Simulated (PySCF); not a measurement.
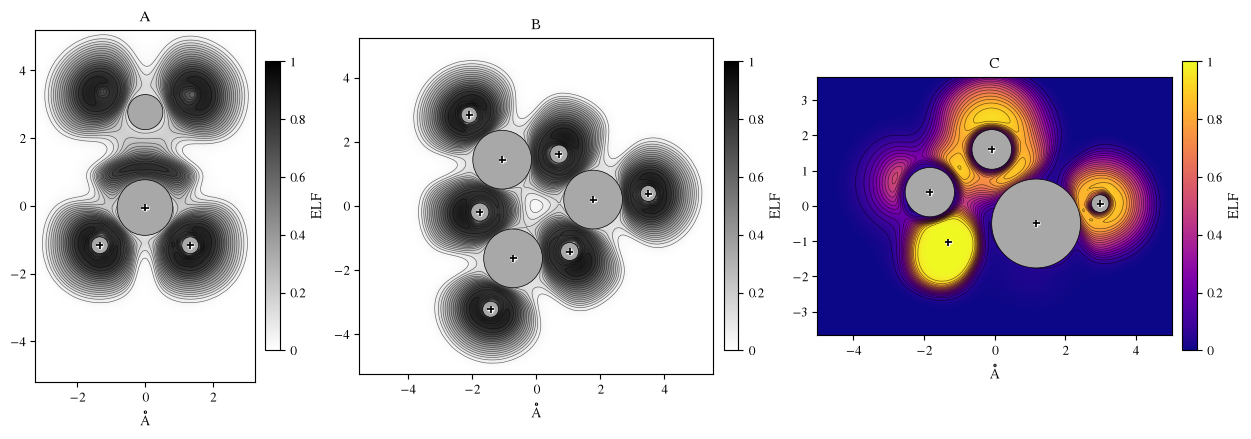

The electron localisation function of 3 systems, each on a plane through atoms (crosses mark nuclei in the plane; grey discs cover the cores).

Method: CAM-B3LYP/def2-SVPD, SCF density, gas phase in PySCF 2.14.0.

System 1: F$_{2}$Ge···F$_{2}$Ge···F$_{2}$Ge (cyclo-(GeF2)3), the plane of atoms F8, Ge7 and F9. Geometry: PBE0-D3(BJ)/def2-SVP.

| atom | x (Å) | y (Å) | z (Å) |
| --- | --- | --- | --- |
| Ge | -1.5686 | 0.2002 | 0.4413 |
| F | -2.3916 | -1.1939 | 1.0755 |
| F | -1.9483 | 1.3742 | 1.6660 |
| Ge | 0.4687 | 0.2444 | -1.5960 |
| F | 0.2252 | 1.8359 | -2.2528 |
| F | -0.3057 | -0.7161 | -2.8213 |
| Ge | 1.1569 | -0.4597 | 1.1358 |
| F | 2.4978 | 0.6084 | 1.4243 |
| F | 1.9985 | -1.9628 | 0.9016 |

System 2: F$_{3}$Ga$_{3}$O$_{3}$, the molecular plane. Geometry: PBE0-D3(BJ)/def2-SVP.

```json
{"atom": "Ga", "x (Å)": "-1.6924", "y (Å)": "0.2626", "z (Å)": "-0.4603"}
{"atom": "F", "x (Å)": "-3.3427", "y (Å)": "0.5281", "z (Å)": "-0.9166"}
{"atom": "O", "x (Å)": "-0.8397", "y (Å)": "-1.2110", "z (Å)": "-0.9706"}
{"atom": "Ga", "x (Å)": "0.8560", "y (Å)": "-1.4974", "z (Å)": "-0.5241"}
{"atom": "F", "x (Å)": "1.6669", "y (Å)": "-2.9416", "z (Å)": "-1.0319"}
{"atom": "O", "x (Å)": "1.7012", "y (Å)": "-0.2735", "z (Å)": "0.4497"}
{"atom": "Ga", "x (Å)": "0.8806", "y (Å)": "1.2105", "z (Å)": "0.9806"}
{"atom": "F", "x (Å)": "1.7221", "y (Å)": "2.3951", "z (Å)": "1.9246"}
{"atom": "O", "x (Å)": "-0.8192", "y (Å)": "1.4578", "z (Å)": "0.5229"}
```

System 3: F$_{3}$H$_{3}$HfSSi, the plane of atoms F3, Hf1 and H9. Geometry: PBE0-D3(BJ)/def2-SVP; core potentials replace the inner electrons of Hf.

```xyz
9

Hf   -0.9315   -0.9159    0.7296
F    -0.5572    0.0375    2.3368
F    -1.4648   -2.6700    1.2239
F    -2.3771   -0.1114   -0.2191
S     1.0585   -1.2874   -0.6548
Si    1.1398    0.8349   -0.8605
H     2.3594    1.4283   -0.2509
H     0.9558    1.2837   -2.2667
H    -0.0503    1.3308   -0.0640
```

Which map belongs to which system?

Answer. Panel A is system 1, F$_{2}$Ge···F$_{2}$Ge···F$_{2}$Ge: the plane holds Ge and F. Ge–F (1.74 Å): the ELF peaks at about 0.85 in the valence shell of F, 0.5 Å from its nucleus, and is about 0.20 at the midpoint. Panel B is system 2, F$_{3}$Ga$_{3}$O$_{3}$: the plane holds Ga, F and O. Ga–F (1.73 Å): the ELF peaks at about 0.80 in the valence shell of F, 0.5 Å from its nucleus, and is about 0.15 at the midpoint. Panel C is system 3, F$_{3}$H$_{3}$HfSSi: the plane holds Hf, F, S, Si and H. Hf–F (1.90 Å): the ELF peaks at about 0.85 in the valence shell of F, 0.5 Å from its nucleus, and drops to about 0.20 between the two atoms.
